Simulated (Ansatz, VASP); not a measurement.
# ZnS (Wurtzite) in two plane-wave programs, part 2 of 3

Aim: how closely do two programs agree when they are given the same cell, functional and k mesh?

VASP 6.6.1 and Ansatz 0.2.0.

So far. Step 2 (VASP: band structure, HSE06): The k-mesh is coarse for exact exchange; levels may shift by about 0.1 eV on a finer one.

The database entry behind the starting cell has ideal inner coordinates that were not refined, so it need not match the best structure at ambient conditions.

### 3. Ansatz: band structure, HSE06

Level of this step: Ansatz beside VASP: Kohn-Sham DFT, plane waves, HSE06 (Ansatz).

Ansatz runs on its default PAW (the set named soft_2) files.

The same cell, functional, mesh and smearing now go to Ansatz, which takes its cutoff from its data sets.

Contents of input.yaml:

```yaml
crystal:
  lattice:
    - [3.811, 0.0, 0.0]
    - [-1.9055, 3.3004228138, 0.0]
    - [0.0, 0.0, 6.234]
  atoms:
    - { symbol: Zn, position: [0.3333333333, 0.6666666667, 0.5] }
    - { symbol: Zn, position: [0.6666666667, 0.3333333333, 0.0] }
    - { symbol: S, position: [0.3333333333, 0.6666666667, 0.875] }
    - { symbol: S, position: [0.6666666667, 0.3333333333, 0.375] }
hamiltonian:
  xc: { exchange: pbe, correlation: pbe, exx: { coeff: 0.25, omega: 0.2 } }
  pseudopotentials: { kind: paw }
kpoints:
  mp_grid: { grid: [4, 4, 3] }
  band_path:
    path:
      - [0.0, 0.0, 0.0]
      - [0.44444, 0.0, 0.0]
      - [0.38889, 0.22222, 0.0]
      - [0.18519, 0.18519, 0.0]
      - [0.0, 0.0, 0.11111]
      - [0.0, 0.0, 0.5]
      - [0.44444, 0.0, 0.5]
      - [0.38889, 0.22222, 0.5]
      - [0.18519, 0.18519, 0.5]
      - [0.5, 0.0, 0.38889]
      - [0.33333, 0.33333, 0.0]
      - [0.33333, 0.33333, 0.5]
    npoints: 1
scf:
  occupations: { method: gaussian, width: 0.03 }
  n_extra_bands: 8
output:
  forces: true
  stress: true
  eigenvalues: true
```

Launch:

```bash
ansatz run input.yaml --threads 4 --pin off --max-ram 9216MiB --backend cpu --events-out ev --progress --plain --runs-dir out
```

Numbers of over 12 decimals in the logs are rounded to 6 here.

What it wrote:

```text
Warning: output.stress: scf.convergence.dr2_threshold = 1e-7 eV (the SCF's general default) is looser than the 4e-10 eV advised for a printed stress (1e-10 eV for each atom of the cell: 4). What an SCF threshold leaves in a stress goes as its square root, and in the free energy as the threshold itself, and one threshold admits the most on a small cell: [figures from the program's tests cut] Set scf.convergence.dr2_threshold to 4e-10 eV or tighter. The threshold is an SCF's pass mark: one that does not reach it within its budget of iterations ends unconverged, or closes short of it on a stop that the run arms, and scf.convergence.dr2_threshold's page says what that costs each kind of run
Warning: output.stress: scf.exx.energy_threshold = 1e-6 eV is looser than the 4e-8 eV advised for a stress under a hybrid functional (1e-8 eV for each atom of the cell: 4). Every SCF of the exchange loop can meet its threshold on dr2 while the loop round them stops early: no threshold on dr2 bounds what that leaves in the stress. Set scf.exx.energy_threshold to 4e-8 eV or tighter. The threshold is the loop's pass mark: a loop that does not reach it within its budget of cycles ends unconverged, and scf.exx.energy_threshold's page has the law
scf.n_extra_bands = 8 over 18 filled bands (N_el = 36.0): the run solves 26 bands
Engine: ansatz 0.2.0, x86_64-unknown-linux-gnu
Pseudopotentials: kind: paw
Pseudopotential: Zn, paw, valence charge 12, recommended cutoff 420 eV (normal), Zn.paw.azcp
Pseudopotential: S, paw, valence charge 6, recommended cutoff 420 eV (normal), S.paw.azcp
Functional definition: unnamed
  parameter a_1 = 0.25
  parameter omega_1 = 0.2/angstrom
  exchange = pbe_x + (-a_1)*pbe_x_sr(omega_1) + a_1*exact_x_sr(omega_1)
  correlation = pbe_c
Crystal: 4 atoms, lattice volume = 78.411 Å³
Basis set: ecut = 420 eV, 1521 PW (Γ), exchange–correlation on 54×54×90 points (8 copies of the dense FFT grid, shifted against one another)
Bands: 26, of which v1, the nominal top of the filled ones, is band 18 counted from 1 (17 counted from 0)
Symmetry: 12 space group operations
Space group: P63mc (ITA 186), of the structure as read, at distance tolerance 4.3e-5 Å
k-points: 8 of 48 (time reversal used)
Non-local potential: Zn, projectors of the file, l = 0: 2, l = 1: 2, l = 2: 3, l = 3: 1
Non-local potential: S, projectors of the file, l = 0: 2, l = 1: 2, l = 2: 2
PAW form: soft (Blöchl's): semilocal exchange-correlation on the pseudo side does not see the compensation charge
PAW frozen core: Zn, regenerated for the run's functional, and the local potential with it (the file was generated under x = pbe(κ = 0.804, μ = 0.219515), c = pbe(β = 0.066725))
PAW frozen core: S, regenerated for the run's functional, and the local potential with it (the file was generated under x = pbe(κ = 0.804, μ = 0.219515), c = pbe(β = 0.066725))
PAW one-centre angular grid: Zn, 590 points (default); XC on 64 Gauss nodes
PAW one-centre angular grid: S, 110 points (default); XC on 64 Gauss nodes
Initial density: superposition of atomic densities (neutral atoms: chi_scale 0, normalization atom), corrected by the library's trained network
Initial wavefunctions: pseudopotential atomic-orbital guess
Functional: x = pbe(κ = 0.804, μ = 0.219515), c = pbe(β = 0.066725), warm-up for x = pbe(κ = 0.804, μ = 0.219515) + 0.25 (exact − pbe) at short range (hse, ω = 0.2 Å⁻¹), c = pbe(β = 0.066725)
SCF iter   1: F=—  HF=-8445.393054 eV  |F-HF|=—  |Δ(HF+E_count)|=         —  Δρ=1.69e-3  dr2=1.38e-3  ethr=1.77e-3  ⟨swp⟩=11.4  Hψ=1106  notcnv=0
preconditioner: auto → none  [insulator: Δε(μ)=2.218 eV  Ē_g=12.244 eV  σ=0.030 eV  W_gap=1.00  n_scr=22 (ndim 8)  ℏωp=25.2 eV  f_vac=0.038  D(μ)=0.00/eV (n_scr^D=0)]
SCF iter   2: F=—  HF=-8445.392831 eV  |F-HF|=—  |Δ(HF+E_count)|=   2.22e-4  Δρ=1.29e-3  dr2=8.07e-4  ethr=3.84e-6  ⟨swp⟩=4.9  Hψ=738  notcnv=0
iter 3 solved again at ethr=5.78e-8 eV; its pass at ethr=2.24e-6 eV (dr2=2.08e-5 eV) is discarded
SCF iter   3: F=-8445.392577 eV  HF=-8445.392492 eV  |F-HF|=8.42e-5  |Δ(HF+E_count)|=   3.39e-4  Δρ=2.46e-4  dr2=2.16e-5  ethr=5.78e-8  ⟨swp⟩=3.0  Hψ=858  notcnv=0
SCF 1 stopped early in 3 iterations: F = -8445.392577 eV  dr2 = 2.16e-5
  greatest PAW one-centre occupation: 0.983 electrons in one spin orbital (limit 2), on the Zn atom at site 1 (counted from 0), in its partial waves of l = 2
Initial density: handed on by an earlier stage of this run
Initial wavefunctions: those handed on with the density
Functional: x = pbe(κ = 0.804, μ = 0.219515) + 0.25 (exact − pbe) at short range (hse, ω = 0.2 Å⁻¹), c = pbe(β = 0.066725)
Exchange kernel: α = 0.2500, screened, ω = 0.2000 Å⁻¹, Wigner–Seitz truncation, v(0) = 1107.8697 eV·Å³, q-mesh 4×4×3, nearest image of the exchange supercell L = 15.24 Å, pair-density grid 18×18×30, without the augmentation charges, whose exchange is taken in its separable form by FFT convolution over the k-point mesh (sized by the pseudopotential files, 24×24×45 at the most), smooth part of the exact exchange by density-matrix convolution
Frozen-core exchange: fock
SCF iter   1: F=—  HF=-8446.813517 eV  |F-HF|=—  |Δ(HF+E_count)|=         —  Δρ=2.20e-2  dr2=1.97e-1  ethr=5.99e-7  ⟨swp⟩=7.0  Hψ=1163  notcnv=0
preconditioner: auto → none  [insulator: Δε(μ)=3.453 eV  Ē_g=14.891 eV  σ=0.030 eV  W_gap=1.00  n_scr=22 (ndim 8)  ℏωp=25.2 eV  f_vac=0.039  D(μ)=0.00/eV (n_scr^D=0)]
SCF iter   2: F=—  HF=-8446.759130 eV  |F-HF|=—  |Δ(HF+E_count)|=   5.44e-2  Δρ=3.51e-3  dr2=1.34e-2  ethr=5.99e-7  ⟨swp⟩=5.6  Hψ=905  notcnv=0
SCF iter   3: F=—  HF=-8446.745932 eV  |F-HF|=—  |Δ(HF+E_count)|=   1.32e-2  Δρ=3.31e-3  dr2=5.78e-3  ethr=5.99e-7  ⟨swp⟩=5.0  Hψ=784  notcnv=0
SCF iter   4: F=—  HF=-8446.745684 eV  |F-HF|=—  |Δ(HF+E_count)|=   2.48e-4  Δρ=5.55e-4  dr2=2.56e-3  ethr=5.99e-7  ⟨swp⟩=4.0  Hψ=576  notcnv=0
SCF iter   5: F=—  HF=-8446.764955 eV  |F-HF|=—  |Δ(HF+E_count)|=   1.93e-2  Δρ=2.05e-3  dr2=1.69e-3  ethr=4.55e-7  ⟨swp⟩=5.0  Hψ=794  notcnv=0
SCF iter   6: F=—  HF=-8446.764343 eV  |F-HF|=—  |Δ(HF+E_count)|=   6.12e-4  Δρ=1.29e-4  dr2=4.82e-5  ethr=4.55e-7  ⟨swp⟩=4.0  Hψ=580  notcnv=0
SCF iter   7: F=—  HF=-8446.764600 eV  |F-HF|=—  |Δ(HF+E_count)|=   2.57e-4  Δρ=2.51e-4  dr2=2.79e-5  ethr=2.25e-8  ⟨swp⟩=4.6  Hψ=654  notcnv=0
SCF iter   8: F=-8446.764591 eV  HF=-8446.764590 eV  |F-HF|=3.35e-7  |Δ(HF+E_count)|=   9.46e-6  Δρ=1.97e-5  dr2=1.73e-6  ethr=2.25e-8  ⟨swp⟩=4.0  Hψ=526  notcnv=0
SCF 2 stopped early in 8 iterations: F = -8446.764591 eV  dr2 = 1.73e-6
  Residual-converged pass: ⟨swp⟩=3.0  Hψ=477  notcnv=0  max |occ|·‖R‖ = 6.4e-6 eV (tolerance 6.7e-6 eV)  dr2=1.73e-6  dr2_onsite=5.55e-8  max |Δocc| = 0.0e0
  greatest PAW one-centre occupation: 0.986 electrons in one spin orbital (limit 2), on the Zn atom at site 0 (counted from 0), in its partial waves of l = 2
hybrid outer 1: dexx = +2.027e-2 eV, tail = 7.73e-5 eV
Exchange kernel: α = 0.2500, screened, ω = 0.2000 Å⁻¹, Wigner–Seitz truncation, v(0) = 1107.8697 eV·Å³, q-mesh 4×4×3, nearest image of the exchange supercell L = 15.24 Å, pair-density grid 18×18×30, without the augmentation charges, whose exchange is taken in its separable form by FFT convolution over the k-point mesh (sized by the pseudopotential files, 24×24×45 at the most), smooth part of the exact exchange by density-matrix convolution
Frozen-core exchange: fock
SCF iter   1: F=—  HF=-8446.763468 eV  |F-HF|=—  |Δ(HF+E_count)|=         —  Δρ=1.05e-4  dr2=6.09e-6  ethr=1.07e-6  ⟨swp⟩=3.4  Hψ=475  notcnv=0
preconditioner: auto → none  [insulator: Δε(μ)=3.479 eV  Ē_g=14.605 eV  σ=0.030 eV  W_gap=1.00  n_scr=22 (ndim 8)  ℏωp=25.2 eV  f_vac=0.041  D(μ)=0.00/eV (n_scr^D=0)]
SCF iter   2: F=—  HF=-8446.763468 eV  |F-HF|=—  |Δ(HF+E_count)|=   7.29e-7  Δρ=1.43e-5  dr2=6.19e-7  ethr=1.38e-8  ⟨swp⟩=3.5  Hψ=496  notcnv=0
SCF iter   3: F=—  HF=-8446.763471 eV  |F-HF|=—  |Δ(HF+E_count)|=   3.52e-6  Δρ=2.01e-5  dr2=1.74e-7  ethr=1.96e-10  ⟨swp⟩=4.5  Hψ=710  notcnv=0
SCF iter   4: F=—  HF=-8446.763471 eV  |F-HF|=—  |Δ(HF+E_count)|=   7.45e-8  Δρ=1.58e-6  dr2=3.48e-8  ethr=1.96e-10  ⟨swp⟩=4.0  Hψ=553  notcnv=0
SCF iter   5: F=—  HF=-8446.763471 eV  |F-HF|=—  |Δ(HF+E_count)|=   1.67e-7  Δρ=2.98e-6  dr2=5.37e-9  ethr=4.38e-12  ⟨swp⟩=4.8  Hψ=649  notcnv=0
SCF iter   6: F=—  HF=-8446.763471 eV  |F-HF|=—  |Δ(HF+E_count)|=   1.51e-9  Δρ=5.44e-8  dr2=4.00e-9  ethr=4.38e-12  ⟨swp⟩=3.6  Hψ=506  notcnv=0
SCF iter   7: F=-8446.763471 eV  HF=-8446.763471 eV  |F-HF|=7.28e-11  |Δ(HF+E_count)|=   1.43e-8  Δρ=3.83e-7  dr2=3.04e-10  ethr=1.00e-12  ⟨swp⟩=3.8  Hψ=422  notcnv=0
SCF 3 converged in 7 iterations: F = -8446.763471 eV  dr2 = 3.04e-10
  Residual-converged pass: ⟨swp⟩=3.0  Hψ=415  notcnv=0  max |occ|·‖R‖ = 6.0e-7 eV (tolerance 6.3e-7 eV)  dr2=3.05e-10  dr2_onsite=6.53e-12  max |Δocc| = 0.0e0
  greatest PAW one-centre occupation: 0.986 electrons in one spin orbital (limit 2), on the Zn atom at site 1 (counted from 0), in its partial waves of l = 2
hybrid outer 2: dexx = +2.033e-6 eV, tail = 2.50e-8 eV, Δε = 3.12e-3 eV (about 6.54e-5 eV left of the loop's levels), ΔF = 3.64e-4 eV/Å (tail 1.05e-4)
NSCF: frozen V_eff on 12 k-points
hybrid SCF converged: 2 outer / 15 inner (+3 warm-up), last move |dexx| = 2.03e-6 eV, tail = 2.50e-8 eV
Stability not checked: this state was not tested for a lower state beside it, because the functional holds exact exchange (a hybrid, or Hartree-Fock), whose exchange loop this test does not read (fock_operator; see scf.lower_state_search)
Free energy (F): -8446.763469 eV
Frozen-core exchange: fock
Harris-Foulkes:  -8446.763469 eV  (|F-HF|=7.28e-11)
Internal energy: -8446.763469 eV  (E = F + TS)
E sigma→0 (E₀):  -8446.763469 eV
Fermi energy:    6.882237 eV
--- Per-component energies (eV) ---
  E_band       = -52.346335
  E_kinetic    = 476.276890
  E_local      = -4100.436690  (includes V_loc(G=0)·N_el)
  E_nonlocal   = 1294.655983
  E_hartree    = 1725.378735
  E_xc         = -373.025061
  E_vxc        = -223.491669  (∫ρ·V_xc dr)
  E_exx        = -107.044766  (= α·E_x^exact, valence–valence)
  E_paw        = -4854.650701  (= ΣΔE_a)
  E_vpaw       = -736.017993  (= ΣTr[D̂ρ^β])
  E_aug_tail   = -0.000752  (compensation charges beyond the density's cutoff)
  E_ewald      = -2509.015116
  E_core_change = 1.098006  (= ΣΔE_core)
  E_smearing   = -0.000000  (= −TS)
  E_closure    = -0.000000  (closes the sum)
  Σ components = -8446.763469   (vs F -8446.763469, Δ=0.00e0)
--- Forces (eV/Å), atoms counted from 1 ---
  atom   1  Zn     0.00000000    -0.00000000     0.01068565
  atom   2  Zn     0.00000000     0.00000000     0.01068565
  atom   3  S     -0.00000000    -0.00000000    -0.01069516
  atom   4  S     -0.00000000     0.00000000    -0.01069516
  max |Σ_I F_I| component: 1.90e-5 eV/Å
--- Stress (GPa, compression-positive) ---
        1.704776      -0.000000       0.000000
       -0.000000       1.704776       0.000000
        0.000000       0.000000       1.509956
  P = ⅓ Tr σ = 1.6398 GPa (16.398 kbar)
--- Band table (eV; the first three rows and the last of 8) ---
  k-point 0: bands = [... 14 lower, 4.1824, 5.0842, 5.1425, 5.1425, 8.6218, 9.4951, 12.7498, 12.7498, ... 4 higher]
  k-point 1: bands = [... 14 lower, 4.4068, 4.4068, 4.8854, 4.8854, 9.7804, 9.8397, 12.7070, 12.9230, ... 4 higher]
  k-point 2: bands = [... 14 lower, 2.7918, 3.3996, 4.4875, 4.6643, 10.3596, 10.4983, 12.3303, 13.0110, ... 4 higher]
  k-point 7: bands = [... 14 lower, 2.0606, 2.7933, 3.0276, 3.8738, 10.8540, 11.2548, 12.4705, 12.8426, ... 4 higher]
```

Elapsed: 21 s, on 4 threads of Intel Xeon 6975P-C (Granite Rapids), shared host; peak memory 0.95 GiB.

### 4. Differences

Known differences besides the PAW data sets themselves: exact exchange at q = 0 is treated differently, which shows on coarse meshes; VASP keeps PBE cores, Ansatz makes them for the functional; the cutoff is 420 eV in Ansatz and 350 eV in VASP; VASP takes a coarser grid for exact exchange (PRECFOCK = Fast). Total energies have different zeros and are not compared.

The two programs side by side:

```csv
quantity,Ansatz,VASP,difference
gap over the path points (eV),3.479,3.465,+0.015
```

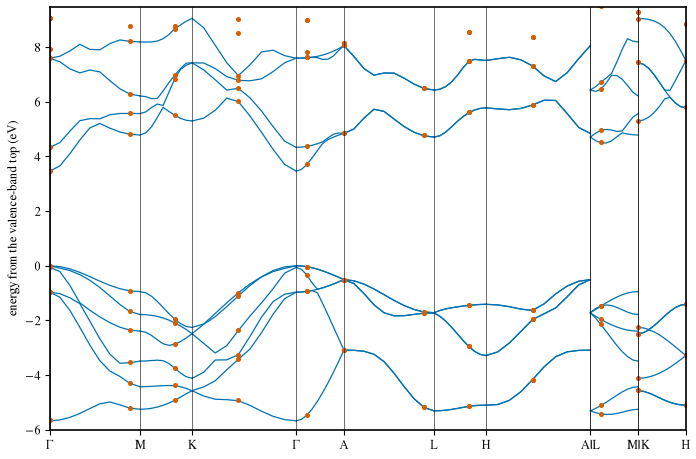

Bands from VASP (lines) and levels from Ansatz (dots). Dots without a line are higher empty bands that the VASP plot leaves out.

Levels at points of the path, from each program's valence-band top (eV; 4 filled, then empty):

```csv
k (reciprocal lattice),Ansatz,VASP
0.000 0.000 0.000,-0.96 -0.06 0.00 0.00 3.48 4.35 7.61,-0.96 -0.06 0.00 0.00 3.46 4.33 7.60
0.444 0.000 0.000,-3.54 -2.34 -1.67 -0.91 4.83 5.59 6.29,-3.54 -2.35 -1.68 -0.92 4.81 5.58 6.28
0.389 0.222 0.000,-3.73 -2.86 -2.08 -1.95 5.51 6.84 6.99,-3.74 -2.87 -2.09 -1.95 5.51 6.83 6.97
0.185 0.185 0.000,-3.25 -2.36 -1.10 -0.98 6.03 6.51 6.79,-3.25 -2.37 -1.10 -0.99 6.01 6.50 6.79
0.000 0.000 0.111,-0.93 -0.33 -0.03 -0.03 3.72 4.39 7.62,-0.94 -0.33 -0.03 -0.03 3.70 4.37 7.61
0.000 0.000 0.500,-0.50 -0.50 -0.50 -0.50 4.86 4.86 8.06,-0.51 -0.51 -0.51 -0.51 4.84 4.84 8.06
0.444 0.000 0.500,-1.73 -1.73 -1.69 -1.69 4.77 4.77 6.50,-1.73 -1.73 -1.69 -1.69 4.75 4.75 6.49
0.389 0.222 0.500,-2.95 -2.95 -1.44 -1.44 5.62 5.62 7.48,-2.96 -2.96 -1.45 -1.45 5.60 5.60 7.48
0.185 0.185 0.500,-1.96 -1.96 -1.62 -1.62 5.89 5.89 7.32,-1.97 -1.97 -1.63 -1.63 5.88 5.88 7.31
0.500 0.000 0.389,-2.14 -1.95 -1.47 -1.46 4.51 4.97 6.47,-2.15 -1.96 -1.48 -1.47 4.50 4.96 6.46
```

Among the levels compared (up to four filled and three empty ones at each point), filled levels agree within 12 meV and empty ones within 19 meV.

(Part 2 of 3 ends here.)

[Lines on the potential files, build, host, timing and source positions are cut from VASP's logs without a mark.]

[Logs are printed without paths, hosts, clocks, repeated set-up lines and the standing remarks that a program may print on its own settings, such as how far it seeks lower states.]

[Hosts, paths, dates, database ids (printed as entryN), source tags and the programs' standing remarks are cut or masked in the printed files.]
